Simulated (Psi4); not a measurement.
**B2H5F (diborane mono F) at TPSS/def2-SVP (density fitting with cc-pvtz-jkfit, sweep point 4)**

What is the vertical electron affinity of B2H5F (diborane mono F) at TPSS/def2-SVP (density fitting with cc-pvtz-jkfit, sweep point 4)? 

The results are computed with Psi4 1.11.

3 further runs of the same task are left out: 3 that didn't finish.

**1. The molecule**

B2H5F: 8 atoms, total charge 0, spin state singlet. Geometry: relaxed at GFN2-xTB.

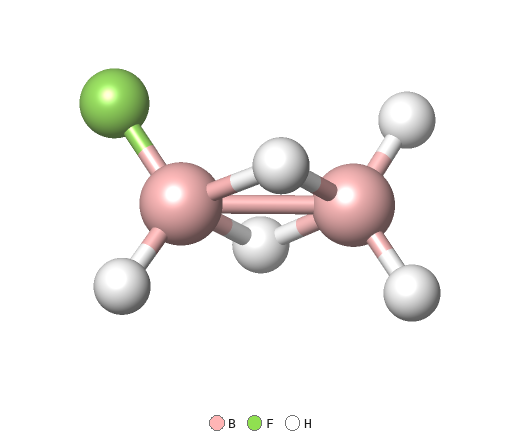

Viewed from a chosen angle; boron pink, fluorine green, hydrogen white.

**2. A single-point energy at TPSS/def2-SVP (density fitting with cc-pvtz-jkfit, sweep point 4)**

b2fh5.in

```
memory 1600 MB

molecule molecule1 {
  0 1
  B     -0.25084225     1.65109151    -0.37898457
  F     -0.49370985     2.28957328    -2.81332977
  H     -0.38219711     3.31599692     1.08602560
  H      1.82131804     0.17338237    -0.04242435
  B      0.25762636    -1.65757327     0.45884440
  H      0.36751394    -3.23583473    -1.08797202
  H      0.46978591    -2.22381081     2.58837677
  H     -1.78947615    -0.31282526     0.18946394
  units au
  symmetry c1
}

set {
  basis def2-SVP
  reference rks
  puream true
  scf_type df
  dft_radial_points 99
  dft_spherical_points 590
  df_basis_scf cc-pvtz-jkfit
}

energy_value = energy("tpss")
print_variables()
```

On the command line:

```sh
$ psi4 -i b2fh5.in -o b2fh5.out -n 1
```

b2fh5.out, shortened:

```text
[...]
  Running in c1 symmetry.
[...]
  Nuclear repulsion =   63.204315805387502
[...]
  Multiplicity = 1
[...]
  Nalpha       = 12
  Nbeta        = 12
[...]
    Number of basis functions: 67
[...]
   @DF-RKS iter   1:  -152.36401756987303   -3.88923e-01   6.56000e-03 DIIS/ADIIS
[...]
   @DF-RKS iter   8:  -152.49428300235115   -1.65913e-08   4.12668e-07 DIIS
[...]
    Orbital Energies [Eh]
    ---------------------
    Doubly Occupied:
       1A    -24.421563     2A     -6.689678     3A     -6.621523
       4A     -1.111843     5A     -0.616750     6A     -0.478592
       7A     -0.433753     8A     -0.423357     9A     -0.392041
      10A     -0.348664    11A     -0.325310    12A     -0.313032
[...]
  @DF-RKS Final Energy:  -152.49428300235115
   => Energetics <=
    Nuclear Repulsion Energy =             63.2043158053875018
    One-Electron Energy =                -332.9905394412276110
    Two-Electron Energy =                 137.7944244460219920
    DFT Exchange-Correlation Energy =     -20.5024838125330646
    Empirical Dispersion Energy =           0.0000000000000000
    VV10 Nonlocal Energy =                  0.0000000000000000
    Total Energy =                       -152.4942830023511533
[...]
 Multipole Moments:
 ------------------------------------------------------------------------------------
     Multipole            Electronic (a.u.)      Nuclear  (a.u.)        Total (a.u.)
 ------------------------------------------------------------------------------------
 L = 1.  Multiply by 2.5417464519 to convert [e a0] to [Debye]
 Dipole X            :         -0.6529011            0.6706130            0.0177118
 Dipole Y            :          3.1321940           -3.1401879           -0.0079939
 Dipole Z            :         -3.5090374            3.7714057            0.2623683
 Magnitude           :                                                    0.2630869
[...]
```

It took 17 s on 1 thread of Intel Xeon 6975P-C (Granite Rapids), shared host; peak memory 1.2 GiB.

**3. The doublet anion, same level**

input.in

```
memory 1.6 GB

molecule {
  -1 2
  B     -0.25084225     1.65109151    -0.37898457
  F     -0.49370985     2.28957328    -2.81332977
  H     -0.38219711     3.31599692     1.08602560
  H      1.82131804     0.17338237    -0.04242435
  B      0.25762636    -1.65757327     0.45884440
  H      0.36751394    -3.23583473    -1.08797202
  H      0.46978591    -2.22381081     2.58837677
  H     -1.78947615    -0.31282526     0.18946394
  units bohr
  symmetry c1
}

set globals {
  basis                def2-SVP
  reference            uks
  puream               true
  scf_type             df
  dft_radial_points    99
  dft_spherical_points 590
  df_basis_scf         cc-pvtz-jkfit
  maxiter              100
}

energy("tpss")
```

On the command line:

```sh
$ psi4 -n 1 input.in input.out
```

input.out, shortened:

```text
[...]
  Running in c1 symmetry.
[...]
  Nuclear repulsion =   63.204315805387502
[...]
  Multiplicity = 2
[...]
  Nalpha       = 13
  Nbeta        = 12
[...]
    Number of basis functions: 67
[...]
   @DF-UKS iter   1:  -152.13420097105254   -1.59106e-01   9.52678e-03 DIIS/ADIIS
[...]
   @DF-UKS iter  10:  -152.43365243956396   -3.60779e-09   1.63233e-07 DIIS
[...]
   @S^2 Observed:                7.542163095E-01
[...]
    Orbital Energies [Eh]
    ---------------------
    Alpha Occupied:
       1A    -24.173147     2A     -6.400497     3A     -6.348910
       4A     -0.867725     5A     -0.357303     6A     -0.238174
       7A     -0.189027     8A     -0.182554     9A     -0.148946
      10A     -0.101985    11A     -0.083624    12A     -0.071020
      13A      0.169919
    Alpha Virtual:
      14A      0.257069    15A      0.299386    16A      0.320673
      17A      0.338896    18A      0.361624    19A      0.384252
      20A      0.414945    21A      0.432493    22A      0.461932
      23A      0.479964    24A      0.487154    25A      0.514856
[...]
  @DF-UKS Final Energy:  -152.43365243956396
   => Energetics <=
    Nuclear Repulsion Energy =             63.2043158053875018
    One-Electron Energy =                -338.9583081485255320
    Two-Electron Energy =                 144.0939399442132753
    DFT Exchange-Correlation Energy =     -20.7736000406392307
    Empirical Dispersion Energy =           0.0000000000000000
    VV10 Nonlocal Energy =                  0.0000000000000000
    Total Energy =                       -152.4336524395639572
[...]
 Multipole Moments:
 ------------------------------------------------------------------------------------
     Multipole            Electronic (a.u.)      Nuclear  (a.u.)        Total (a.u.)
 ------------------------------------------------------------------------------------
 L = 1.  Multiply by 2.5417464519 to convert [e a0] to [Debye]
 Dipole X            :         -0.8731645            0.6706130           -0.2025515
 Dipole Y            :          4.1794139           -3.1401879            1.0392260
 Dipole Z            :         -4.6928275            3.7714057           -0.9214217
 Magnitude           :                                                    1.4035796
[...]
```

Wall time 40 s (1 thread of Intel Xeon 6975P-C (Granite Rapids), shared host); peak memory 1.2 GiB.

**4. What came out**

At TPSS/def2-SVP (density fitting with cc-pvtz-jkfit, sweep point 4):

| quantity | value |
| --- | --- |
| singlet B2H5F: total energy | -152.49428 Eh |
| singlet B2H5F: dipole moment | 0.67 D |
| singlet B2H5F: HOMO energy | -8.52 eV |
| singlet B2H5F: LUMO energy | -1.33 eV |
| singlet B2H5F: HOMO–LUMO gap | 7.18 eV |
| doublet anion: total energy | -152.43365 Eh |
| doublet anion: HOMO energy (highest over α and β) | 4.62 eV |
| doublet anion: LUMO energy (lowest over α and β) | 5.90 eV |
| doublet anion: ⟨S²⟩ | 0.754 |
| vertical electron affinity (to the doublet anion) | -1.650 eV |

The anion lies 1.65 eV (159 kJ/mol) above the neutral: the electron isn't bound at this level, and such a value depends on the basis. Without diffuse functions anions come out too high. The HOMO (doublet anion) lies at positive energy, 4.62 eV, as semi-local functionals often give for anions; only total energies tell whether the electron is bound.
